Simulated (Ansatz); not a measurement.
**One shape, several levels: BH2 (boron dihydride)**

We compute a comparison of 6 runs (UHF/STO-3G, UHF/3-21G, UB3LYP/6-31G*, U-r2SCAN/cc-pVDZ, UPBE0/pcseg-1, UMP2/6-31G**) of BH2 (boron dihydride). 

Program for the calculation: Ansatz 0.2.0.

8 further runs of the same task are left out: 2 for a known fault of the program, 1 that didn't finish, 5 set aside as unsound or not needed. Runs told in other sessions of the task aren't counted.

## (1) The system as given

The species is BH2 (3 atoms), meant as a doublet with charge 0. SMILES: `[BH2]`. The coordinates come from a PBE0-D4/def2-TZVP relaxation.

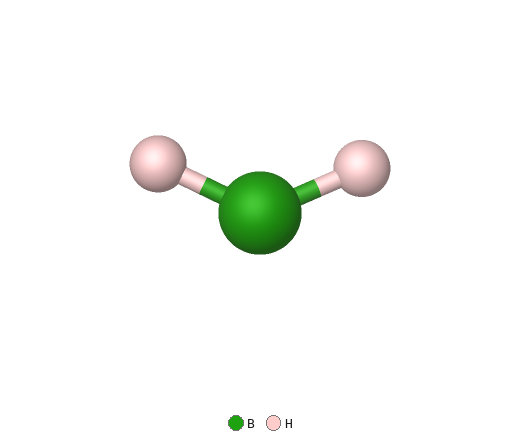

The structure, seen from a chosen angle (boron green, hydrogen pink).

## (2) Energy and gradient at UHF/STO-3G (run 1)

job.yaml reads:

```yaml
crystal:
  periodic: [false, false, false]
  atoms:
    - {symbol: B, position_ang: [0.265070, -0.167660, 0.129730]}
    - {symbol: H, position_ang: [0.292070, 1.014920, 0.270850]}
    - {symbol: H, position_ang: [-0.557150, -0.847260, -0.400590]}
basis:
  gaussian: {orbitals: STO-3G}
magnetization: {spin_polarized: true, initial_magnetization: 1}
hamiltonian: {xc: hf}
accuracy: high
output: {forces: true, orbitals: {seedname: orbitals}}
```

The run is started by

```
$ ansatz run job.yaml --threads 1 --pin off --max-ram 3480MiB --events-out events.jsonl --progress --plain --runs-dir runs
```

Output:

```text
Warning: RAYON_NUM_THREADS=1 ignored (pool sized by the plan → 1); use --threads N
Functional definition: HF
  name "HF"
  exchange = exact_x
  correlation = 0
92 factors; integrals over basis functions are off by at most 5.0e-9 eV
mean field evaluation 1: about -690.5217 eV, gradient 7.6e0 eV
mean field evaluation 2: about -690.5230 eV, gradient 7.5e0 eV
mean field evaluation 4: about -691.3865 eV, gradient 7.5e-1 eV
mean field evaluation 8: about -691.3973 eV, gradient 9.2e-3 eV
mean field -691.39729446 eV, -25.4083819254 hartree, gradient 3.4e-9 eV, S^2 0.751784; 0 other end points of the search recorded, 0 dependent functions left out
the calculation of the forces begins
reference -691.39729446 eV, -25.4083819254 hartree; 4, 3 occupied and 3, 4 virtual orbitals, 92 factors
Total energy: -691.39729446 eV, -25.4083819254 hartree
Atom 0 at     0.265070    -0.167660     0.129730 Å, force    -0.216816     0.137137    -0.106115 eV/Å
Atom 1 at     0.292070     1.014920     0.270850 Å, force    -0.323007    -1.014581    -0.288043 eV/Å
Atom 2 at    -0.557150    -0.847260    -0.400590 Å, force     0.539823     0.877443     0.394158 eV/Å
Dipole moment:     0.021762    -0.013765     0.010651 e Å
```

Wall time 0.04 s (1 thread of Arm Neoverse V2, shared host).

## (3) Energy and gradient at UHF/3-21G (run 2)

job.yaml reads:

```yaml
crystal:
  periodic: [false, false, false]
  atoms:
    - symbol: B
      position_ang: [0.265070, -0.167660, 0.129730]
    - symbol: H
      position_ang: [0.292070, 1.014920, 0.270850]
    - symbol: H
      position_ang: [-0.557150, -0.847260, -0.400590]
basis:
  gaussian:
    orbitals: 3-21G.json
magnetization:
  spin_polarized: true
  initial_magnetization: 1
hamiltonian:
  xc: hf
accuracy: high
output:
  forces: true
  orbitals: {seedname: orbitals}
```

The basis set 3-21G is read from a file made from the Basis Set Exchange's data (not shown).

The run is started by

```
$ ansatz run job.yaml --threads 1 --pin off --max-ram 3480MiB --events-out events.jsonl --progress --plain --runs-dir runs
```

Output:

```text
Warning: RAYON_NUM_THREADS=1 ignored (pool sized by the plan → 1); use --threads N
[... 4 set-up lines as earlier in the session ...]
250 factors; integrals over basis functions are off by at most 1.1e-8 eV
mean field evaluation 1: about -696.1065 eV, gradient 6.5e0 eV
mean field evaluation 2: about -696.1013 eV, gradient 6.5e0 eV
mean field evaluation 4: about -696.6613 eV, gradient 6.8e-1 eV
mean field evaluation 8: about -696.6714 eV, gradient 1.5e-3 eV
mean field evaluation 16: about -696.2123 eV, gradient 1.3e0 eV
mean field -696.67142944 eV, -25.6022028112 hartree, gradient 2.8e-8 eV, S^2 0.751967; 0 other end points of the search recorded, 0 dependent functions left out
the calculation of the forces begins
reference -696.67142944 eV, -25.6022028112 hartree; 4, 3 occupied and 9, 10 virtual orbitals, 250 factors
Total energy: -696.67142944 eV, -25.6022028112 hartree
Atom 0 at     0.265070    -0.167660     0.129730 Å, force    -0.017354     0.010977    -0.008494 eV/Å
Atom 1 at     0.292070     1.014920     0.270850 Å, force    -0.067253    -0.171988    -0.055787 eV/Å
Atom 2 at    -0.557150    -0.847260    -0.400590 Å, force     0.084607     0.161012     0.064281 eV/Å
Dipole moment:    -0.048437     0.030636    -0.023706 e Å
```

Run time: 0.08 s. Hardware: 1 thread of Arm Neoverse V2, shared host.

## (4) Energy and forces at UB3LYP/6-31G(d) (spherical functions) (run 3)

input.yaml reads:

```yaml
crystal:
  periodic: [false, false, false]
  atoms:
    - {symbol: B, position_ang: [0.265070, -0.167660, 0.129730]}
    - {symbol: H, position_ang: [0.292070, 1.014920, 0.270850]}
    - {symbol: H, position_ang: [-0.557150, -0.847260, -0.400590]}
basis:
  gaussian:
    orbitals: 6-31G_st_-spherical.json
magnetization:
  spin_polarized: true
  initial_magnetization: 1
hamiltonian:
  xc: {name: B3LYP}
accuracy: high
output:
  forces: true
  orbitals: {seedname: orbitals}
```

The basis set 6-31G* is read from a file made from the Basis Set Exchange's data (not shown).

The run is started by

```
$ ansatz run input.yaml --threads 1 --pin off --max-ram 3480MiB --events-out events.jsonl --progress --plain --runs-dir runs
```

Output:

```text
Warning: RAYON_NUM_THREADS=1 ignored (pool sized by the plan → 1); use --threads N
Functional definition: B3LYP
  name "B3LYP"
  parameter a0 = 0.2
  parameter ax = 0.72
  parameter ac = 0.81
  exchange = (1 - a0 - ax)*slater_x + ax*b88_x + a0*exact_x
  correlation = (1 - ac)*vwn_rpa_c + ac*lyp_c
347 factors; integrals over basis functions are off by at most 2.6e-9 eV
mean field evaluation 1: about -705.4580 eV, gradient 5.6e0 eV
mean field evaluation 2: about -705.6754 eV, gradient 2.0e0 eV
mean field evaluation 4: about -705.7087 eV, gradient 8.3e-2 eV
mean field evaluation 8: about -705.7039 eV, gradient 7.0e-4 eV
mean field evaluation 16: about -705.0503 eV, gradient 3.0e0 eV
mean field -705.70393424 eV, -25.9341412399 hartree, gradient 5.1e-8 eV, S^2 0.750904; 1 other end points of the search recorded, 0 dependent functions left out
the calculation of the forces begins
reference -705.70395968 eV, -25.9341421750 hartree; 4, 3 occupied and 14, 15 virtual orbitals, 347 factors
Total energy: -705.70395968 eV, -25.9341421750 hartree
Atom 0 at     0.265070    -0.167660     0.129730 Å, force     0.088897    -0.056228     0.043508 eV/Å
Atom 1 at     0.292070     1.014920     0.270850 Å, force    -0.044370     0.028287    -0.021692 eV/Å
Atom 2 at    -0.557150    -0.847260    -0.400590 Å, force    -0.044527     0.027941    -0.021817 eV/Å
Dipole moment:    -0.061608     0.038967    -0.030152 e Å
```

Wall time 0.78 s (1 thread of Arm Neoverse V2, shared host).

Runs 4 to 5 aren't shown in full; the table further down has their settings and results.

## (5) Energy and gradient at UMP2/6-31G(d,p) (spherical functions) (run 6)

molecule.yaml reads:

```yaml
crystal:
  periodic: [false, false, false]
  atoms:
    - symbol: B
      position_ang: [0.265070, -0.167660, 0.129730]
    - symbol: H
      position_ang: [0.292070, 1.014920, 0.270850]
    - symbol: H
      position_ang: [-0.557150, -0.847260, -0.400590]
basis:
  gaussian:
    orbitals: 6-31G_st__st_-spherical.json
total_charge: 0
magnetization:
  spin_polarized: true
  initial_magnetization: 1
correlation:
  method: mp2
  frozen_orbitals: {B: 1, H: 0}
accuracy: high
output: {forces: true, orbitals: {seedname: orbitals}}
```

The basis set 6-31G** is read from a file made from the Basis Set Exchange's data (not shown).

The run is started by

```
$ ansatz run molecule.yaml --threads 1 --pin off --max-ram 3480MiB --events-out events.jsonl --progress --plain --runs-dir runs
```

Output:

```text
Warning: RAYON_NUM_THREADS=1 ignored (pool sized by the plan → 1); use --threads N
[... 4 set-up lines as earlier in the session ...]
469 factors; integrals over basis functions are off by at most 1.6e-9 eV
mean field evaluation 1: about -700.0722 eV, gradient 7.4e0 eV
mean field evaluation 2: about -700.0729 eV, gradient 7.4e0 eV
mean field evaluation 4: about -700.7221 eV, gradient 7.0e-1 eV
mean field evaluation 8: about -700.7327 eV, gradient 2.0e-3 eV
mean field -700.73272623 eV, -25.7514527154 hartree, gradient 5.4e-8 eV, S^2 0.752424; 0 other end points of the search recorded, 0 dependent functions left out
1 core orbitals not correlated: weight in the atoms' cores, before any rotation towards them, 1.000 or more for the frozen orbitals, at most 0.000 for the correlated occupied ones
reference -700.73272623 eV, -25.7514527154 hartree; 3, 2 occupied and 20, 21 virtual orbitals, 469 factors
second order -1.80979520 eV of doubles, -0.00000000 eV of singles
the calculation of the forces begins
Total energy: -702.54252143 eV, -25.8179614623 hartree
Atom 0 at     0.265070    -0.167660     0.129730 Å, force    -0.035355     0.022362    -0.017303 eV/Å
Atom 1 at     0.292070     1.014920     0.270850 Å, force    -0.077381    -0.219626    -0.066507 eV/Å
Atom 2 at    -0.557150    -0.847260    -0.400590 Å, force     0.112736     0.197264     0.083810 eV/Å
Dipole moment:    -0.049576     0.031357    -0.024264 e Å
```

It took 0.2 s on 1 thread of Arm Neoverse V2, shared host.

## (6) The series

```
run                                level  frozen core orbitals  energy (Eh)  dipole moment (D)  HOMO energy (eV)  LUMO energy (eV)  wall time
  1                           UHF/STO-3G                     –   -25.408382               0.13             -8.01              6.56     0.04 s
  2                            UHF/3-21G                     –   -25.602203               0.30             -9.41              1.68     0.08 s
  3  UB3LYP/6-31G* (spherical functions)                     –   -25.934142               0.38             -5.57             -2.04     0.78 s
  4                     U-r2SCAN/cc-pVDZ                     –   -25.907648               0.44             -5.23             -2.96      1.8 s
  5                        UPBE0/pcseg-1                     –   -25.880393               0.45             -6.15             -2.31     0.92 s
  6   UMP2/6-31G** (spherical functions)                     1   -25.817961               0.30             -9.36              2.04      0.2 s
```

## (7) Summary of results

```
                                                         quantity         value
                                              run 6: total energy  -25.81796 Eh
                        run 6: dipole moment (correlated density)        0.30 D
run 6: HOMO energy (Hartree–Fock orbitals) (highest over α and β)      -9.36 eV
 run 6: LUMO energy (Hartree–Fock orbitals) (lowest over α and β)       2.04 eV
                run 6: correlation energy (1 core orbital frozen)     -66.5 mEh
                         run 6: ⟨S²⟩ of the reference determinant         0.752
                                  run 6: largest force on an atom    0.242 eV/Å
```

In words: The dipole moment (its size) runs from 0.13 D (UHF/STO-3G) to 0.45 D (UPBE0/pcseg-1). The two ends differ in method and basis. The two dipoles point in opposite directions. Totals of different functionals can't be ranked against each other. In run 1 the basis is minimal, so the values are rough. All runs together took 3.8 s, the longest 1.8 s.
